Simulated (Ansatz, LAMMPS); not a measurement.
## Structural relaxation of a frame of liquid mixture of 1,4-dioxane and H2O from 300 K (141 atoms)

How does a frame of liquid mixture of 1,4-dioxane and H2O from 300 K (141 atoms) relax, and what do bonds, charges and levels look like afterwards?

Calculated with Ansatz 0.2.0; Kohn-Sham DFT, PBE+D4, PAW (set soft_2), plane waves.

### 1. The structure

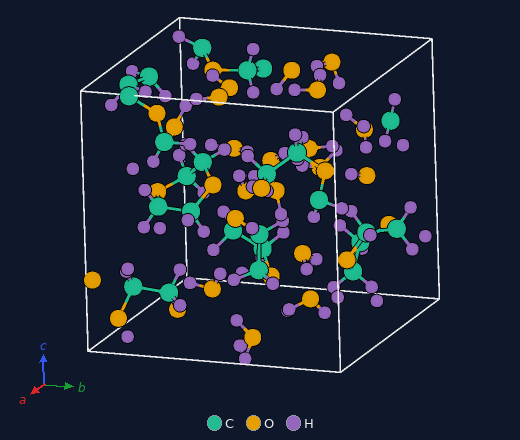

The starting structure, seen slightly off an axis (carbon teal, oxygen orange, hydrogen purple). Bonds to atoms that aren't drawn are left out. Some periodic images of atoms are drawn too.

The cell holds 141 atoms: 24 C, 31 O and 86 H. Its edges and angles: a = 11.242 Å, b = 11.242 Å, c = 11.242 Å, α = 90.0°, β = 90.0°, γ = 90.0°. 6 1,4-dioxane, 19 H2O placed at random, at 1.02 g/cm³; overlaps pushed apart, then 10 ps at 450 K with MMFF94 bonds, angles, torsions, charges and radii (Halgren, J. Comput. Chem. 17, 490 (1996)) in harmonic and 12-6 forms; SPC/E water (Berendsen, Grigera and Straatsma, J. Phys. Chem. 91, 6269 (1987)). Snapshot after 20 ps at 300 K and fixed volume.

Before any run, some limits are plain. The network of contacts between molecules at the start is that of the classical potential that made the cell. The density was typed from a rule of thumb and may lie off the real one at this temperature. Sampling is at Γ alone, for a cell whose shortest periodic width is 11 Å.

### 2. The classical run that made the cell

A classical potential makes the cell, at a small fraction of what the same run would cost in DFT.

This step: classical MD, MMFF94 bonds, angles, torsions, charges and radii (Halgren, J. Comput. Chem. 17, 490 (1996)) in harmonic and 12-6 forms; SPC/E water (Berendsen, Grigera and Straatsma, J. Phys. Chem. 91, 6269 (1987)) (LAMMPS 22 Jul 2025 - Update 4).

in.lmp

```
# liquid mixture of 1,4-dioxane and H2O
units real
atom_style full
boundary p p p
bond_style harmonic
angle_style harmonic
dihedral_style opls
improper_style harmonic
special_bonds lj 0 0 0.5 coul 0 0 0.75
read_data data.lmp
neigh_modify delay 0 every 1 check yes one 4000
comm_modify cutoff 12.0
timestep 0.5
thermo_style custom step time temp pe press density
thermo_modify norm yes
# push overlapping molecules apart
pair_style soft 2.6
pair_coeff * * 0.0
variable a equal ramp(1,60)
fix ad all adapt 1 pair soft a * * v_a
velocity all create 450 63042 mom yes dist gaussian
fix lim all nve/limit 0.03
fix lan all langevin 450 450 50 63043 zero yes
thermo 1000
run 3000 post no
unfix ad
pair_style lj/cut/coul/long 9.0
pair_modify mix arithmetic tail yes
pair_coeff 1 1 0.0678 3.3680   # C
pair_coeff 2 2 0.0763 3.0430   # O
pair_coeff 3 3 0.0216 2.5400   # H
pair_coeff 4 4 0.1553 3.1660   # O
pair_coeff 5 5 0.0000 1.0000   # H
kspace_style pppm 1.0e-4
# [... 18 lines left out ...]
compute msd all msd com yes
thermo 5000
fix md all nvt temp 300 300 100
run 20000 post no
print "== T300: mean square displacement over the hold $(c_msd[4]:%.2f) A^2"
unfix md
uncompute msd
write_dump all custom T300.dump id type xs ys zs modify sort id
```

The run is started by

```
lmp -in in.lmp -log none -nocite
```

Numbers of over 12 decimals in the logs are rounded to 6 here.

Output:

```text
LAMMPS (22 Jul 2025 - Update 4)
Reading data file ...
  orthogonal box = (0 0 0) to (11.24156 11.24156 11.24156)
  141 atoms
  orthogonal box = (0 0 0) to (11.24156 11.24156 11.24156)
  122 bonds
  175 angles
  180 dihedrals
   Step          Time           Temp          PotEng         Press         Density
         0   0              450            0.4726943     -2970.232       1.0180007
      1000   500            434.51499      1.5072509      25840.903      1.0180007
      2000   1000           395.1891       1.3865184      24812.905      1.0180007
      3000   1500           441.2881       1.3963324      35091.343      1.0180007
Loop time of 0.292003 s on 1 MPI rank(s) for 3000 steps with 141 atoms
PPPM initialization ...
  G vector (1/distance) = 0.31278315
  grid = 8 8 8
  estimated relative force accuracy = 1.9903588e-05
   Step          Time           Temp          PotEng         Press         Density
      3000   1500           441.2881       2.4280616      21357.438      1.0180007
      3100   1550           441.2881       0.24583718     833.33709      1.0180007
      3200   1600           441.2881       0.047176924    1981.5809      1.0180007
      3300   1650           441.2881      -0.020113566    2754.8935      1.0180007
Loop time of 0.565747 s on 1 MPI rank(s) for 300 steps with 141 atoms
Minimization stats:
  Stopping criterion = max iterations
  Energy initial, next-to-last, final =
       2.4280616455814 -0.0200717721059305 -0.0201135660236506
  Force two-norm initial, final = 524.25599 3.8482389
  Iterations, force evaluations = 300 657
   Step          Time           Temp          PotEng         Press         Density
         0   0              450           -0.020113566    2871.8779      1.0180007
      1000   500            371.08512      1.373732       10352.362      1.0180007
      2000   1000           418.43228      1.2584327      19938.824      1.0180007
Loop time of 1.33436 s on 1 MPI rank(s) for 2000 steps with 141 atoms
   Step          Time           Temp          PotEng         Press         Density
      2000   1000           484.13652      1.0614434      14466.701      1.0180007
[... 5 lines left out ...]
Loop time of 7.03417 s on 1 MPI rank(s) for 10000 steps with 141 atoms
   Step          Time           Temp          PotEng         Press         Density
[... 4 lines left out ...]
Loop time of 3.45478 s on 1 MPI rank(s) for 5000 steps with 141 atoms
   Step          Time           Temp          PotEng         Press         Density
[... 2 lines left out ...]
     25000   24000          304.35625      0.69400636    -675.93604      1.0180007
     30000   29000          275.11088      0.75177661     9021.7843      1.0180007
     35000   34000          316.17494      0.72998625    -2113.6607      1.0180007
     37000   36000          319.33994      0.6478047      923.20009      1.0180007
Loop time of 14.1034 s on 1 MPI rank(s) for 20000 steps with 141 atoms
== T300: mean square displacement over the hold 9.20 A^2
```

Wall time 27 s (1 thread of AMD EPYC 7R43, shared host); peak memory 0.12 GiB.

The input also reads data.lmp (atoms, bonds and types; not printed here).

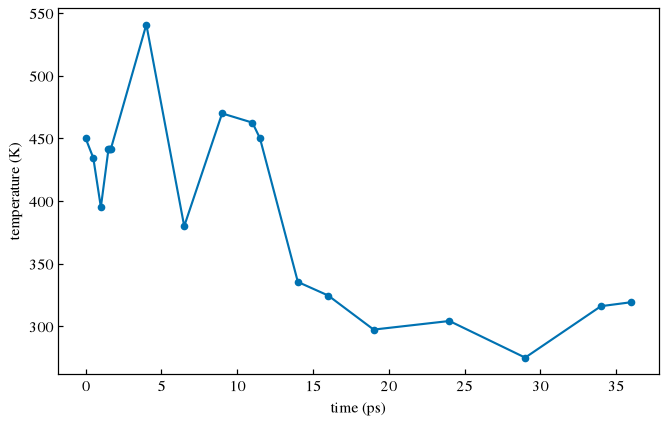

Temperature against time.

### 3. Single point at the start

The forces at the start show how far the geometry lies from a minimum of this functional.

input.yaml

```yaml
crystal:
  lattice:
    - [11.24156, 0.0, 0.0]
    - [0.0, 11.24156, 0.0]
    - [0.0, 0.0, 11.24156]
  atoms:
    - { symbol: C, position: [0.80593, 0.77445, 0.77145] }
    - { symbol: C, position: [0.8664, 0.67685, 0.69848] }
    - { symbol: O, position: [0.9881, 0.7027, 0.67981] }
    - { symbol: C, position: [0.00907, 0.82979, 0.6734] }
    - { symbol: C, position: [0.89824, 0.89352, 0.62538] }
    - { symbol: O, position: [0.80451, 0.88374, 0.70965] }
    - { symbol: H, position: [0.8571, 0.78947, 0.85626] }
    - { symbol: H, position: [0.70983, 0.75899, 0.80276] }
    - { symbol: H, position: [0.82107, 0.65566, 0.61875] }
    - { symbol: H, position: [0.86078, 0.60028, 0.75981] }
    - { symbol: H, position: [0.0861, 0.83656, 0.61746] }
    - { symbol: H, position: [0.03687, 0.86001, 0.76622] }
    - { symbol: H, position: [0.90853, 0.98714, 0.60342] }
    - { symbol: H, position: [0.86337, 0.85724, 0.54719] }
    - { symbol: C, position: [0.54371, 0.09034, 0.93436] }
    - { symbol: C, position: [0.67521, 0.06058, 0.93771] }
    - { symbol: O, position: [0.71161, 0.00878, 0.04581] }
    - { symbol: C, position: [0.639, 0.04202, 0.15024] }
    - { symbol: C, position: [0.59316, 0.16538, 0.12378] }
    - { symbol: O, position: [0.50426, 0.1614, 0.03435] }
    - { symbol: H, position: [0.49611, 0.00462, 0.93449] }
    - { symbol: H, position: [0.51301, 0.14034, 0.85472] }
    - { symbol: H, position: [0.72346, 0.14688, 0.93079] }
    - { symbol: H, position: [0.70422, 0.00161, 0.86304] }
    - { symbol: H, position: [0.69214, 0.03738, 0.22266] }
    - { symbol: H, position: [0.56862, 0.97972, 0.15121] }
    - { symbol: H, position: [0.54456, 0.19133, 0.20102] }
    - { symbol: H, position: [0.65999, 0.23441, 0.09987] }
    - { symbol: C, position: [0.25292, 0.40533, 0.21608] }
    - { symbol: C, position: [0.31086, 0.31326, 0.2951] }
    - { symbol: O, position: [0.40288, 0.36087, 0.37123] }
    - { symbol: C, position: [0.44959, 0.4731, 0.33271] }
    [... 103 atom lines left out ...]
    - { symbol: O, position: [0.98838, 0.02094, 0.27205] }
    - { symbol: H, position: [0.91963, 0.96524, 0.26292] }
    - { symbol: H, position: [0.0643, 0.97701, 0.25726] }
    - { symbol: O, position: [0.29085, 0.5564, 0.92476] }
    - { symbol: H, position: [0.31163, 0.52111, 0.00373] }
    - { symbol: H, position: [0.33112, 0.51034, 0.86018] }
kpoints:
  mp_grid: { grid: [1, 1, 1] }
hamiltonian:
  xc: pbe
  dispersion: d4
scf:
  occupations: { method: fixed }
output:
  forces: true
  stress: true
  populations: true
  dos:
    method: { smearing: { sigma: 0.1 } }
    de: 0.1
    projected: { site_lists: { C: [C], H: [H], O: [O] } }
  eigenvalues: true
```

The run is started by

```
ansatz run input.yaml --threads 4 --pin off --max-ram 8192MiB --backend cpu --events-out ev --progress --plain --runs-dir out
```

Output:

```text
Engine: ansatz 0.2.0, x86_64-unknown-linux-gnu
Pseudopotentials: kind: paw
Pseudopotential: C, paw, valence charge 4, recommended cutoff 420 eV (normal), C.paw.azcp
Pseudopotential: O, paw, valence charge 6, recommended cutoff 420 eV (normal), O.paw.azcp
Pseudopotential: H, paw, valence charge 1, recommended cutoff 420 eV (normal), H.paw.azcp
[... 5 lines on functional and potentials left out ...]
Crystal: 141 atoms, lattice volume = 1420.626 Å³
Basis set: ecut = 420 eV, 27633 PW (Γ), exchange–correlation on 160×160×160 points (8 copies of the dense FFT grid, shifted against one another)
Bands: 325, of which v1, the nominal top of the filled ones, is band 184 counted from 1 (183 counted from 0)
Symmetry: 1 space group operations
Space group: P1 (ITA 1), of the structure as read, at distance tolerance 1.1e-4 Å
k-points: 1
[... 7 lines on functional and potentials left out ...]
Initial density: superposition of atomic densities (neutral atoms: chi_scale 0, normalization atom), corrected by the library's trained network
Initial wavefunctions: pseudopotential atomic-orbital guess
Functional: x = pbe(κ = 0.804, μ = 0.219515), c = pbe(β = 0.066725)
SCF iter   1: F=—  HF=-24983.372232 eV  |F-HF|=—  |Δ(HF+E_count)|=         —  Δρ=5.43e-3  dr2=4.91e-1  ethr=1.77e-3  ⟨swp⟩=5.0  Hψ=1128  notcnv=0  defer=137
preconditioner: auto → Resta (q_TF=auto, 2.178 Å⁻¹)  ε∞=2.2  [insulator: Δε(μ)=4.487 eV  Ē_g=16.948 eV  n_scr=250 (ndim 8)  ℏωp=18.9 eV  f_vac=0.271  ε∞_Penn≈2.2]
SCF iter   2: F=—  HF=-24983.267589 eV  |F-HF|=—  |Δ(HF+E_count)|=   1.05e-1  Δρ=2.86e-3  dr2=1.00e-1  ethr=1.33e-4  ⟨swp⟩=3.0  Hψ=561  notcnv=0  defer=138
SCF iter   3: F=—  HF=-24983.256097 eV  |F-HF|=—  |Δ(HF+E_count)|=   1.15e-2  Δρ=1.21e-3  dr2=2.71e-2  ethr=2.73e-5  ⟨swp⟩=3.0  Hψ=376  notcnv=0  defer=139
SCF iter   4: F=—  HF=-24983.254262 eV  |F-HF|=—  |Δ(HF+E_count)|=   1.83e-3  Δρ=3.49e-4  dr2=2.14e-3  ethr=7.37e-6  ⟨swp⟩=3.0  Hψ=376  notcnv=0  defer=139
SCF iter   5: F=—  HF=-24983.254387 eV  |F-HF|=—  |Δ(HF+E_count)|=   1.24e-4  Δρ=1.35e-4  dr2=2.42e-4  ethr=5.81e-7  ⟨swp⟩=2.0  Hψ=375  notcnv=0  defer=139
SCF iter   6: F=—  HF=-24983.254366 eV  |F-HF|=—  |Δ(HF+E_count)|=   2.01e-5  Δρ=8.02e-5  dr2=7.01e-5  ethr=6.56e-8  ⟨swp⟩=2.0  Hψ=378  notcnv=0  defer=139
SCF iter   7: F=—  HF=-24983.252788 eV  |F-HF|=—  |Δ(HF+E_count)|=   1.58e-3  Δρ=1.64e-5  dr2=3.01e-6  ethr=1.90e-8  ⟨swp⟩=2.0  Hψ=500  notcnv=0  defer=136
SCF iter   8: F=—  HF=-24983.252789 eV  |F-HF|=—  |Δ(HF+E_count)|=   1.00e-6  Δρ=5.47e-6  dr2=3.89e-7  ethr=8.18e-10  ⟨swp⟩=2.0  Hψ=375  notcnv=0  defer=139
SCF iter   9: F=-24983.252789 eV  HF=-24983.252789 eV  |F-HF|=1.66e-8  |Δ(HF+E_count)|=   4.47e-8  Δρ=2.11e-6  dr2=5.27e-8  ethr=2.72e-11  ⟨swp⟩=16.0  Hψ=2410  notcnv=0
SCF 1 converged in 9 iterations: F = -24983.252789 eV  dr2 = 5.27e-8
  greatest PAW one-centre occupation: 0.863 electrons in one spin orbital (limit 2), on the O atom at site 93 (counted from 0), in its partial waves of l = 0
SCF converged after 9 iterations
Free energy (F): -24983.252789 eV
Harris-Foulkes:  -24983.252789 eV  (|F-HF|=1.66e-8)
Internal energy: -24983.252789 eV  (E = F + TS)
E sigma→0 (E₀):  -24983.252789 eV
Fermi energy:    -1.119357 eV
--- Per-component energies (eV) ---
  E_band       = -3196.300700
  E_kinetic    = 8808.577865
  E_local      = -29447.647374  (includes V_loc(G=0)·N_el)
  E_nonlocal   = 2286.273426
  E_hartree    = 10907.996730
  E_xc         = -4194.075027
  E_vxc        = -5316.811047  (∫ρ·V_xc dr)
  E_paw        = -7343.741496  (= ΣΔE_a)
  E_vpaw       = -1342.656924  (= ΣTr[D̂ρ^β])
  E_aug_tail   = -0.033875  (compensation charges beyond the density's cutoff)
  E_ewald      = -5995.304320
  E_disp       = -5.298717  (pairwise vdW)
  E_smearing   = -0.000000  (= −TS)
  E_closure    = 0.000000  (closes the sum)
  Σ components = -24983.252789   (vs F -24983.252789, Δ=0.00e0)
--- Forces (eV/Å), atoms counted from 1 ---
  atom   1  C     -0.58729058    -0.03842928     1.28797409
  atom   2  C     -1.00971763    -0.44068229     2.68689950
  atom   3  O      0.33286138     0.30131935    -0.23884057
  atom   4  C      0.01315700     0.25510675     0.79028761
  atom   5  C      0.76879370     0.30996891     1.31380087
  atom   6  O     -0.21889908     0.97571959     0.34887632
  atom   7  H     -0.20143641    -0.36753051    -0.47487347
  atom   8  H      1.29929272    -0.29015036    -0.78823995
  atom   9  H     -0.62807773    -0.15972987    -1.20331809
  atom  10  H      0.09908837    -0.29119949    -0.42408201
  atom  11  H      0.53997818     0.46014121    -0.60687320
  atom  12  H     -0.51346676    -0.03183123    -1.03419313
  atom  13  H      0.48317918     0.41205550     0.35900618
  atom  14  H     -0.11328661    -1.21082530    -1.95295870
[...]
atom 140  H      0.05272850    -0.28943258    -0.51017490
  atom 141  H     -0.21432034     0.60902561     1.18417082
  max |Σ_I F_I| component: 1.40e-4 eV/Å
--- Stress (GPa, compression-positive) ---
       -0.000319       0.232633       0.474951
        0.232634      -0.405073      -0.272658
        0.474950      -0.272658       0.194495
  P = ⅓ Tr σ = -0.0703 GPa (-0.703 kbar)
--- Band table (eV) ---
  k-point 0: bands = ["-22.7829", "-22.3455", "-22.1726", "-22.0316", [... 309 levels ...], "11.0424", "11.0994", "11.1080", "11.1272", "11.1972", "11.2490", "11.2914", "11.3321", "11.3895", "11.4147", "11.4689", "11.5506"]
--- Löwdin populations: 141 sites ---
  site symbol       q [e]
     0      C      4.0634
     1      C      4.1012
     2      O      6.3085
[...]
140      H      0.5934
  spilling = 0.012637 (of n_electrons = 368.000000)
```

Wall time 15 s (4 threads of AMD EPYC 7R43, shared host); peak memory 1.7 GiB.

Reading the cycles: dr2 is the Hartree energy of the density residual (eV), the measure of convergence; HF is the Harris–Foulkes estimate of the energy, which meets the free energy F at convergence.

The run gave:

| Quantity | Value |
| --- | --- |
| free energy | -24983.2528 eV |
| free energy per atom | -177.1862 eV/atom |
| SCF cycles | 9 |
| pressure | -0.0703 GPa |
| r.m.s. force component | 0.7143 eV/Å |
| longest force | 4.887 eV/Å |
| Fermi energy | -1.119 eV |
| gap (highest filled to lowest empty level) | 4.203 eV |
| spilling of the projection | 0.01264 |

The r.m.s. force component of 0.71 eV/Å and the pressure of -0.070 GPa set the starting point.

Length of the force by element:

| element | coordination | atoms | mean length of the force (eV/Å) | spread | least | most |
| --- | --- | --- | --- | --- | --- | --- |
| C | all | 24 | 1.61 | 0.982 | 0.357 | 4.89 |
| H | all | 86 | 0.951 | 0.606 | 0.191 | 4.06 |
| O | all | 31 | 0.700 | 0.427 | 0.0942 | 1.77 |

(Part 1 of 3 ends here.)

[Logs are printed without paths, hosts, clocks, repeated set-up lines and the standing remarks that a program may print on its own settings, such as how far it seeks lower states.]

[Hosts, paths, dates, database ids (printed as entryN), source tags and the programs' standing remarks are cut or masked in the printed files.]

[The MMFF94 radii named for the starting cell were scaled by 0.96; in molecules described by MMFF94, hydrogen bound to N, O or S took a small fixed 12-6 site in their place.]
